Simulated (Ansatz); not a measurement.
# AlB2FH2 (SMILES B=[B][AlH][F]) (triplet): what the fields show

The calculation's input:

```
crystal:
  periodic: [false, false, false]
  atoms:
    - {symbol: Al, position_ang: [-1.704152, -2.179451, 0.708915]}
    - {symbol: B, position_ang: [-0.943687, 0.626246, -1.452332]}
    - {symbol: B, position_ang: [-1.266043, -0.567612, -0.532072]}
    - {symbol: F, position_ang: [-0.565188, -2.652133, 1.836773]}
    - {symbol: H, position_ang: [-0.701889, 1.549325, -2.168314]}
    - {symbol: H, position_ang: [-3.035940, -3.033008, 0.703366]}
basis:
  gaussian: {orbitals: def2-TZVPD}
output: {forces: true, orbitals: {seedname: orbitals}}
hamiltonian: {xc: pbe0}
magnetization: {spin_polarized: true, initial_magnetization: 2}
```

Launched as:

```sh
ansatz run input.yaml --threads 1 --pin off --max-ram 2610MiB --events-out events.jsonl --progress --plain --runs-dir runs
```

Geometry: PBE0-D3(BJ)/def2-SVP.

Level of theory: Ansatz, isolated molecule in a Gaussian basis; Kohn-Sham density functional theory, functional PBE0.

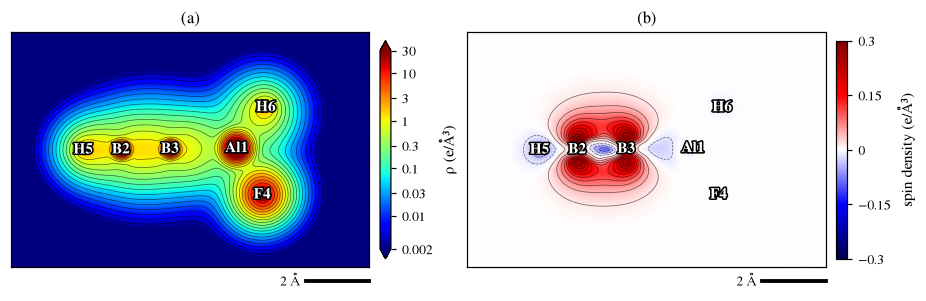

Figure 1. (a) electron density; (b) spin density (α minus β) on the molecular plane.

Question: What do the fields say about this system?

Answer:
- Atoms in the plane: Al, B, F and H.
- B–B (1.54 Å): ρ is about 1.3 e/Å³ halfway.
- Al–F (1.67 Å): the density is about 0.88 e/Å³ at the midpoint.
- Al–B (2.08 Å): ρ is about 0.6 e/Å³ halfway.
- B–H (1.19 Å): the density is about 1.3 e/Å³ at the midpoint.
- Al–H (1.58 Å): ρ is about 0.57 e/Å³ halfway.
- The unpaired spin (2 electrons) lies mostly on B3 (about 1.0), B2 (about 0.9) and Al1 (about 0.1), in electrons by Hirshfeld's partition.

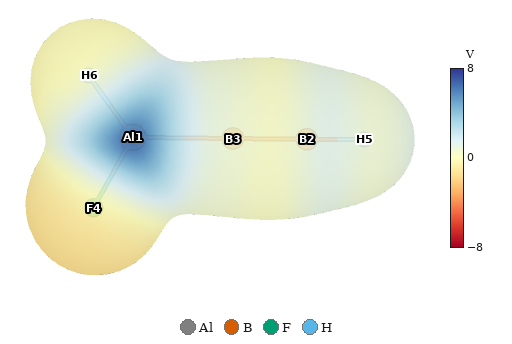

Figure 2. The electrostatic potential painted on the density surface at 0.004 e/bohr³, seen across its widest extent; the colour scale runs from red (negative) to blue (positive).

Question: Describe the electrostatic potential map.

Answer: The most negative region (about −1.5 V) lies over F4, the most positive (about +6.1 V) over Al1.

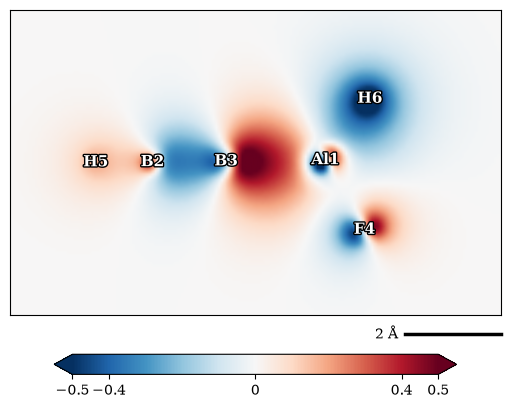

Figure 3. The HOMO (β) on the molecular plane (values in Å⁻³ᐟ²; the overall sign is arbitrary).

Question: Where does this orbital lie, and at what energy?

Answer: It lies mainly on B3 (about 30 %), Al1 (about 30 %), H6 (about 25 %) and B2 (about 10 %); it is symmetric in the molecular plane (an in-plane orbital: σ, lone-pair or in-plane π type). Its energy is −8.31 eV.
